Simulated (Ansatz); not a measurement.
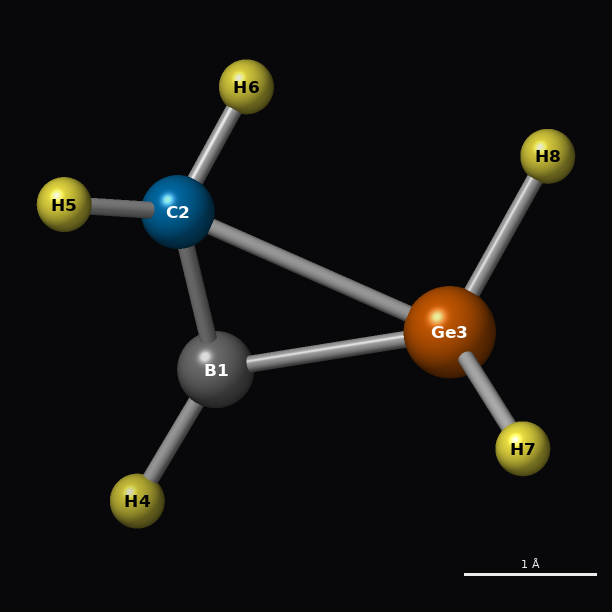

The atoms are numbered. The computed structure is the end point of a PBE0-D4/def2-TZVP optimisation. No frequency run is at hand to confirm it as a minimum.

Give the bond lengths.

```tsv
bond	length (Å)
B1–C2	1.465
B1–Ge3	1.963
B1–H4	1.187
C2–Ge3	2.265
C2–H5	1.090
C2–H6	1.089
Ge3–H7	1.543
Ge3–H8	1.534
```
